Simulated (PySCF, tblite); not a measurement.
**C₅H₁₁NOS+ (doublet): geometry, infrared bands and EPR parameters**

Aim: predict the infrared bands and EPR parameters of C₅H₁₁NOS+ (doublet) (`C=C(C[NH2+])[S@@](=O)CC`).

Programs: tblite 0.8.0 and PySCF 2.14.0, with density-fitted response routines of our own. Each step states its level of theory. These are calculated values for one molecule in the gas phase, unless marked as measured. Atoms are numbered from 0 throughout.

## (1) Starting geometry

19 atoms, charge 1, multiplicity 2; geometry from: force field or distance geometry start.

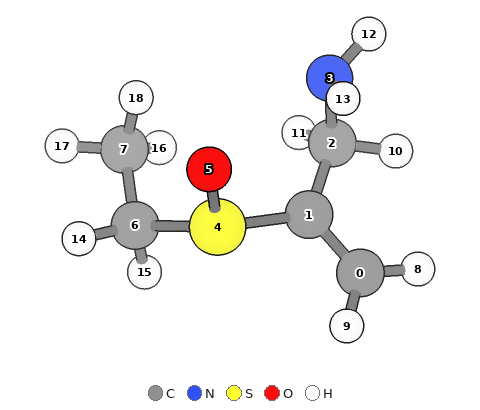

The starting geometry (carbon grey, nitrogen blue, sulfur yellow, oxygen red, hydrogen white), atoms numbered.

## (2) Optimising the geometry with GFN2-xTB

Job settings and geometry (Å):

```
{"job": {"kind": "relax", "xc": "GFN2-xTB", "basis": "xTB"}, "charge": 1, "multiplicity": 2}
C     -1.799800     0.489800    -1.643200
C     -0.990300     0.249500    -0.621000
C     -1.239300    -0.972800     0.194700
N     -1.500400    -0.528900     1.545200
S      0.313200     1.385800    -0.318300
O      0.095400     2.089400     1.004800
C      1.952800     0.716200    -0.462100
C      2.257200    -0.403400     0.505600
H     -2.625400    -0.166200    -1.880500
H     -1.671100     1.363500    -2.261200
H     -2.195700    -1.419500    -0.188400
H     -0.454000    -1.744300     0.123400
H     -2.100500    -1.245300     2.033900
H     -1.954500     0.405500     1.515400
H      2.739000     1.512800    -0.342900
H      2.043500     0.283100    -1.484600
H      1.925000    -1.379200     0.132100
H      3.353800    -0.450300     0.617000
H      1.841400    -0.176600     1.522600
```

Command:

```bash
> OMP_NUM_THREADS=1 python probes_run.py task.json out
```

The driver reads the jobs from task.json and runs them one after another.

The program printed:

```text
step      E/eV     max force
  0    -706.87609    4.293
  1    -707.28133    1.866
  2    -707.39645    0.924
  3    -707.46384    0.530
  4    -707.50233    0.685
  5    -707.55264    0.837
  6    -707.58608    0.678
  7    -707.61112    0.406
  8    -707.64078    0.512
  9    -707.67459    0.457
 10    -707.70080    0.359
 11    -707.71924    0.329
 12    -707.73955    0.388
 13    -707.76447    0.477
 14    -707.78671    0.386
 15    -707.80613    0.265
 16    -707.82101    0.416
 17    -707.83345    0.374
 18    -707.84748    0.298
 19    -707.86507    0.442
 20    -707.88450    0.397
 21    -707.90744    0.351
 22    -707.92973    0.509
 23    -707.94603    0.499
 24    -707.96221    0.422
 25    -707.97249    0.295
 26    -707.98207    0.239
 27    -707.98935    0.364
 28    -707.99527    0.289
 29    -708.00510    0.267
 30    -708.01303    0.226
 31    -708.02023    0.156
 32    -708.02365    0.170
 33    -708.02905    0.184
 34    -708.03490    0.224
 35    -708.04111    0.203
 36    -708.04552    0.265
 37    -708.04834    0.159
 38    -708.05094    0.156
 39    -708.05326    0.107
 40    -708.05592    0.097
 41    -708.05705    0.096
 42    -708.05899    0.070
 43    -708.06045    0.083
 44    -708.06164    0.121
 45    -708.06247    0.143
 46    -708.06344    0.099
 47    -708.06460    0.116
 48    -708.06546    0.052
 49    -708.06592    0.043
 50    -708.06646    0.051
 51    -708.06706    0.064
 52    -708.06786    0.074
 53    -708.06867    0.071
 54    -708.06948    0.068
 55    -708.07030    0.075
 56    -708.07113    0.084
 57    -708.07191    0.080
 58    -708.07260    0.061
 59    -708.07318    0.054
 60    -708.07376    0.059
 61    -708.07446    0.062
 62    -708.07527    0.071
 63    -708.07623    0.078
 64    -708.07743    0.085
 65    -708.07875    0.077
 66    -708.07992    0.091
 67    -708.08071    0.077
 68    -708.08131    0.060
 69    -708.08187    0.047
 70    -708.08245    0.067
 71    -708.08295    0.074
 72    -708.08338    0.049
 73    -708.08375    0.046
 74    -708.08415    0.046
 75    -708.08452    0.069
 76    -708.08487    0.062
 77    -708.08515    0.044
 78    -708.08544    0.046
 79    -708.08575    0.050
 80    -708.08608    0.060
 81    -708.08632    0.040
 82    -708.08647    0.028
 83    -708.08657    0.023
 84    -708.08667    0.027
 85    -708.08678    0.029
 86    -708.08685    0.017
 87    -708.08688    0.014
 88    -708.08691    0.015
 89    -708.08695    0.016
 90    -708.08699    0.017
 91    -708.08703    0.013
 92    -708.08706    0.014
 93    -708.08710    0.013
 94    -708.08715    0.016
 95    -708.08719    0.014
 96    -708.08723    0.015
 97    -708.08727    0.017
 98    -708.08732    0.014
 99    -708.08736    0.014
100    -708.08739    0.015
101    -708.08741    0.012
102    -708.08743    0.011
103    -708.08746    0.011
104    -708.08749    0.013
105    -708.08751    0.014
106    -708.08753    0.010
107    -708.08755    0.011
108    -708.08759    0.013
109    -708.08763    0.016
110    -708.08767    0.016
111    -708.08770    0.013
112    -708.08773    0.013
113    -708.08776    0.010
114    -708.08779    0.010
```

Run time: 0.72 s. Hardware: 1 thread of Arm Neoverse V2, shared host.

Relaxation path: (not every step is listed)

```csv
step,energy from step 0 (eV),largest force (eV/Å)
0,0.0000,4.2932
1,-0.4052,1.8662
2,-0.5204,0.9235
3,-0.5878,0.5300
4,-0.6262,0.6847
5,-0.6766,0.8368
6,-0.7100,0.6777
7,-0.7350,0.4065
8,-0.7647,0.5116
18,-0.9714,0.2977
28,-1.1192,0.2891
38,-1.1748,0.1557
48,-1.1894,0.0524
58,-1.1965,0.0611
68,-1.2052,0.0597
78,-1.2093,0.0456
88,-1.2108,0.0150
98,-1.2112,0.0142
108,-1.2115,0.0132
109,-1.2115,0.0158
110,-1.2116,0.0156
111,-1.2116,0.0134
112,-1.2116,0.0132
113,-1.2117,0.0102
114,-1.2117,0.0096
```

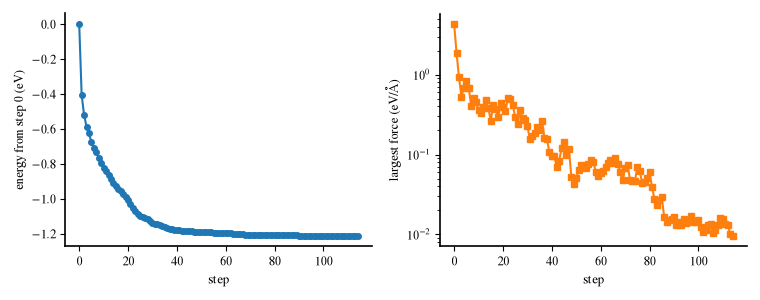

Energy and force, step by step.

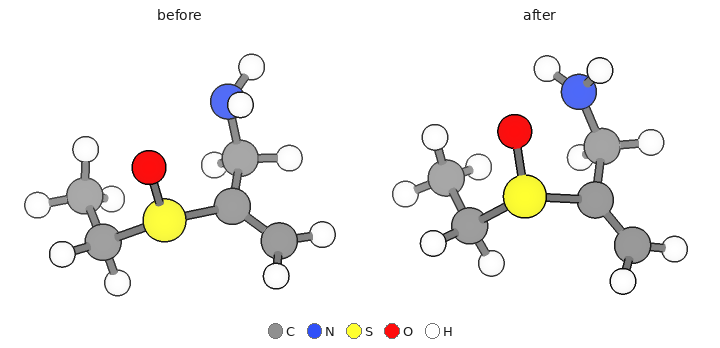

The geometry before (left) and after (right).

Close pairs (by a distance rule), those that changed most:

```csv
bond,before (Å),after (Å),change (Å)
C1–S4,1.756,1.847,+0.092
S4–C6,1.777,1.855,+0.078
N3–H12,1.055,1.005,-0.050
S4–O5,1.514,1.465,-0.049
C6–H14,1.126,1.090,-0.036
C2–N3,1.445,1.411,-0.035
C7–H18,1.122,1.088,-0.033
N3–H13,1.039,1.007,-0.033
```

The end geometry stands in the next job.

## (3) Infrared spectrum with GFN2-xTB

Job settings and geometry (Å):

```
{"job": {"kind": "ir", "xc": "GFN2-xTB", "basis": "xTB"}, "charge": 1, "multiplicity": 2}
C     -1.590535     0.524333    -1.971550
C     -1.074715     0.312662    -0.781651
C     -1.356674    -0.844614     0.164642
N     -1.339619    -0.501319     1.532855
S      0.141616     1.513237    -0.080682
O     -0.093557     1.381884     1.359616
C      1.743739     0.654788    -0.450311
C      2.125384    -0.366480     0.596971
H     -2.314129    -0.137730    -2.420671
H     -1.309520     1.375754    -2.568270
H     -2.351585    -1.219365    -0.122590
H     -0.622238    -1.633608    -0.027924
H     -0.722564    -0.955705     2.183210
H     -2.079066     0.061890     1.919614
H      2.474357     1.463211    -0.475783
H      1.650006     0.237044    -1.450221
H      1.556784    -1.286942     0.495769
H      3.179664    -0.612483     0.495564
H      1.972848     0.042694     1.593950
```

The program printed:

```text
mode    cm-1     km/mol
  1      28.9      0.67
  2      65.0      6.96
  3      93.3      4.26
  4     157.1     26.23
  5     173.3     56.26
  6     202.1     19.92
  7     236.5      5.29
  8     276.9      9.70
  9     310.0      3.20
 10     339.9      6.29
 11     377.1      6.24
 12     421.9     32.23
 13     466.7     36.37
 14     540.8      4.57
 15     550.1      4.00
 16     608.9     16.47
 17     653.2     22.20
 18     774.3     11.28
 19     836.2     26.47
 20     864.2      5.13
 21     930.3     33.37
 22     972.3      4.47
 23    1012.1     27.22
 24    1035.7      6.54
 25    1048.3     29.52
 26    1056.8     99.68
 27    1083.0      7.08
 28    1158.0     13.10
 29    1199.7      3.04
 30    1210.1     12.49
 31    1223.1      4.23
 32    1273.3      5.40
 33    1364.3     28.56
 34    1388.0     11.61
 35    1405.6     17.06
 36    1428.4      4.60
 37    1441.9     51.24
 38    1475.4     10.33
 39    1481.3     18.28
 40    1689.5     48.25
 41    2859.5      5.55
 42    2949.2      3.77
 43    3005.8      0.85
 44    3023.4      2.12
 45    3039.8      2.20
 46    3050.1      7.05
 47    3055.0      7.88
 48    3091.7     13.70
 49    3121.2      3.53
 50    3465.3    197.30
 51    3522.5     60.97
```

Run time: 0.6 s. Hardware: 1 thread of Arm Neoverse V2, shared host.

Which atoms move in the most intense modes:

```csv
cm⁻¹,km/mol,atoms
173,56.3,"H12 36 %, N3 16 %"
467,36.4,"S4 34 %, H13 15 %, O5 12 %"
930,33.4,"H8 38 %, H9 37 %, C0 23 %"
1057,99.7,"O5 61 %, S4 31 %"
1442,51.2,"H13 39 %, H12 36 %"
1690,48.2,"C1 53 %, C0 42 %"
3465,197.3,"H13 62 %, H12 34 %"
3522,61.0,"H12 60 %, H13 31 %"
```

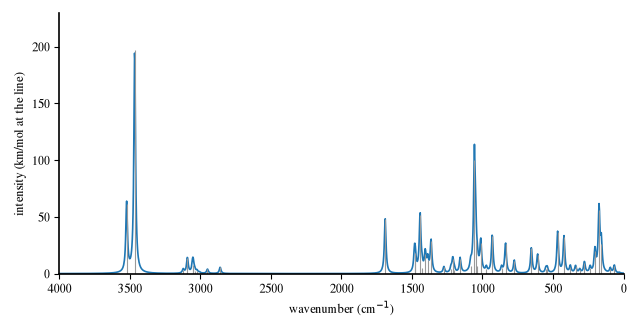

The infrared spectrum from these modes, unscaled. Lines are broadened to a width of 14 cm⁻¹ (Lorentzian).

## (4) EPR parameters: B3LYP/pcH-1

The job, as its differences from that of step 3:

```diff
@@ -1,2 +1,2 @@
-{"job": {"kind": "ir", "xc": "GFN2-xTB", "basis": "xTB"}, "charge": 1, "multiplicity": 2}
+{"job": {"kind": "epr", "basis": "pcH-1"}, "charge": 1, "multiplicity": 2}
 C     -1.590535     0.524333    -1.971550
```

Level: UKS B3LYP, pcH-1 on C H N O S, non-relativistic, mean-field spin-orbit, GIAO.

The program printed:

```text
UKS, coarse grid
  cycle   1  E = -724.80961414  |g| = 6.78e-01
  cycle   2  E = -723.88747652  |g| = 1.61e+00
  cycle   3  E = -724.95994965  |g| = 2.42e-01
  cycle   4  E = -724.98055172  |g| = 1.34e-01
  cycle   5  E = -724.98772031  |g| = 5.52e-02
  cycle   6  E = -724.98922371  |g| = 1.61e-02
  cycle   7  E = -724.98932991  |g| = 6.06e-03
  cycle   8  E = -724.98935019  |g| = 2.32e-03
  cycle   9  E = -724.98935281  |g| = 1.13e-03
  cycle  10  E = -724.98935326  |g| = 5.24e-04
UKS, final grid
  cycle   1  E = -724.98927123  |g| = 9.69e-04
  cycle   2  E = -724.98926945  |g| = 2.15e-03
  cycle   3  E = -724.98927168  |g| = 2.96e-04
  cycle   4  E = -724.98927172  |g| = 6.33e-05
  cycle   5  E = -724.98927172  |g| = 2.29e-05
E = -724.98927172 Eh   <S^2> = 0.7561 (exact 0.7500)
g shifts (ppm)      1          2          3
  rmc          -281       -281       -281
  gc             -0         82        113
  oz_so         270       1987       4484
  total         -12       1788       4315
hyperfine (MHz)  atom isotope    a_iso     a_fc   dipolar eigenvalues
    0   13C      -7.52      -7.52     -2.66      0.62      2.04
    1   13C     -14.13     -14.21    -12.65     -9.58     22.24
    2   13C     -22.96     -22.97     -4.74     -0.11      4.85
    3   14N      33.63      33.69    -27.37    -27.29     54.66
    4   33S      13.87      13.92    -11.62     -6.30     17.92
    5   17O     -57.60     -56.99   -118.83     58.21     60.62
    6   13C      -1.53      -1.55     -0.79     -0.37      1.16
    7   13C       1.43       1.42     -0.70     -0.31      1.01
    8    1H      12.11      12.11     -1.55     -1.11      2.66
    9    1H      12.71      12.71     -1.60     -1.08      2.68
   10    1H     124.88     124.89     -4.35     -2.88      7.24
   11    1H       2.91       2.91     -3.23     -2.81      6.04
   12    1H     -39.92     -39.94    -32.09     -7.28     39.37
   13    1H     -38.98     -39.00    -31.43     -6.92     38.34
   14    1H       1.58       1.58     -1.73     -1.28      3.01
   15    1H      -0.91      -0.91     -1.40     -1.15      2.56
   16    1H      -0.23      -0.23     -1.96     -1.24      3.20
   17    1H       1.29       1.29     -0.97     -0.78      1.75
   18    1H      -0.01      -0.01     -2.57     -1.96      4.53
```

Wall time 2.4 min (1 thread of Arm Neoverse V2, shared host); peak memory 1 GiB.

Principal g values 2.00231, 2.00411, 2.00663; g(iso) = 2.00435, against 2.00232 for a free electron.

Hyperfine couplings; where a row names several nuclei, a(iso) is their mean (it holds for fast rotation or exchange) and the dipolar term the largest among them:

```csv
nuclei,isotope,a(iso) (MHz),"a(iso) (G, at g = 2.0023)",largest dipolar term (MHz)
H10,1H,124.9,44.6,7.2
O5,17O,-57.6,-20.6,-118.8
"H12, H13",1H,-39.5,-14.1,39.4
N3,14N,33.6,12.0,54.7
C2,13C,-23.0,-8.2,4.8
C1,13C,-14.1,-5.0,22.2
S4,33S,13.9,4.9,17.9
H9,1H,12.7,4.5,2.7
H8,1H,12.1,4.3,2.7
C0,13C,-7.5,-2.7,-2.7
H11,1H,2.9,1.0,6.0
H14,1H,1.6,0.6,3.0
C6,13C,-1.5,-0.5,1.2
C7,13C,1.4,0.5,1.0
```

Mulliken spin populations:

C0 -0.02; C1 0.08; C2 -0.03; N3 0.52; S4 0.07; O5 0.34; C6 0.00; C7 0.00; H8 0.01; H9 0.01; H10 0.05; H11 0.00; H12 -0.02; H13 -0.02; H14 0.00; H15 0.00; H16 0.00; H17 0.00; H18 0.00

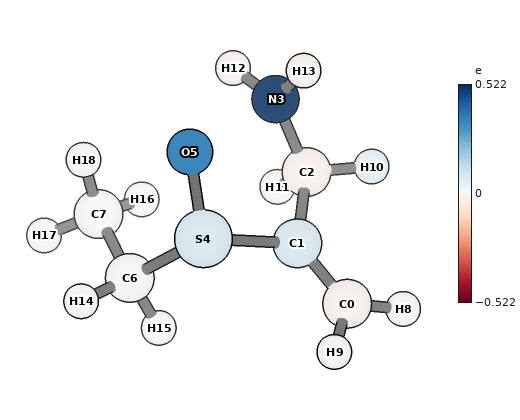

Mulliken spin populations, as colours on the atoms.

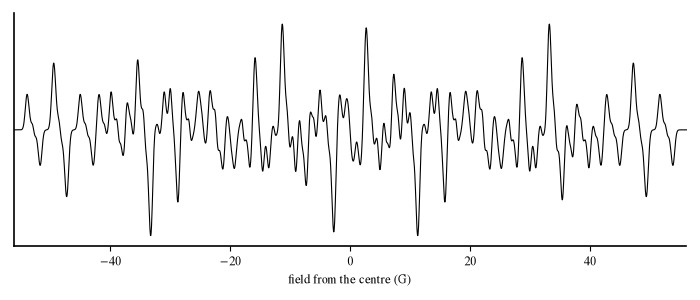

First-order isotropic spectrum (first derivative, main isotopes with spin only, couplings over 0.8 MHz, Gaussian width 0.3 G; couplings of the frozen geometry, rotation of groups not averaged beyond the rows shown).

Orbitals, density, ELF and potential are computed afterwards from the orbital file.

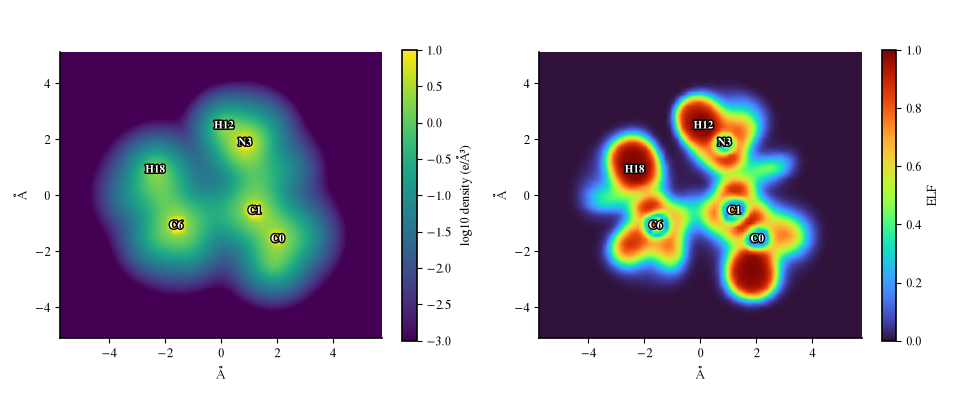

Density (left) and ELF (right) in a plane through or near 6 of the atoms.

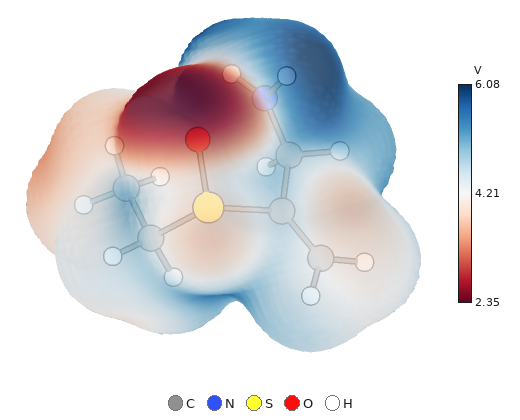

Electrostatic potential on the surface of density 0.002 e/bohr³; red is low, blue high. It runs from 2.35 V near O5 to 6.08 V near H12.

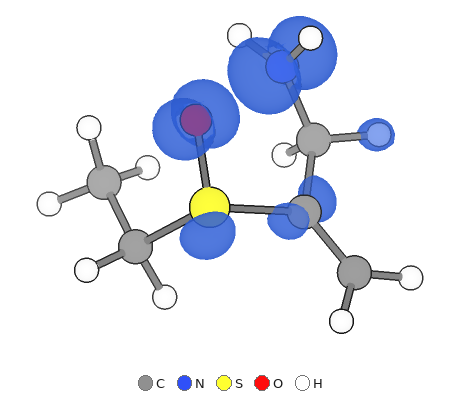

Spin density at ±0.06 e/Å³ (alpha excess blue, beta excess red).

## (5) Summary of results

| quantity | value |
| --- | --- |
| strongest single infrared mode (GFN2-xTB) | 3465 cm⁻¹, 197 km/mol |
| zero-point energy (GFN2-xTB) | 95.8 kcal/mol |
| g(iso) (B3LYP) | 2.00435 |
| ⟨S²⟩ | 0.756 (exact 0.75) |
| largest a(iso) (averaged by class) | 1H on H10, 124.9 MHz |

**Reading.** The optimisation took 114 steps and gained 1.212 eV; among the close pairs (by a distance rule), C1–S4 changed most, from 1.756 to 1.847 Å. All 51 modes are real, so the xTB geometry is a minimum. The strongest single mode, at 3465 cm⁻¹, moves mainly H13 and H12. Unscaled tight-binding wavenumbers are off by several per cent, some by more. Its intensities can rank the bands wrongly. N3 carries the largest spin population, 0.52 e. The isotropic g lies 2.0 ppt above the free-electron value.
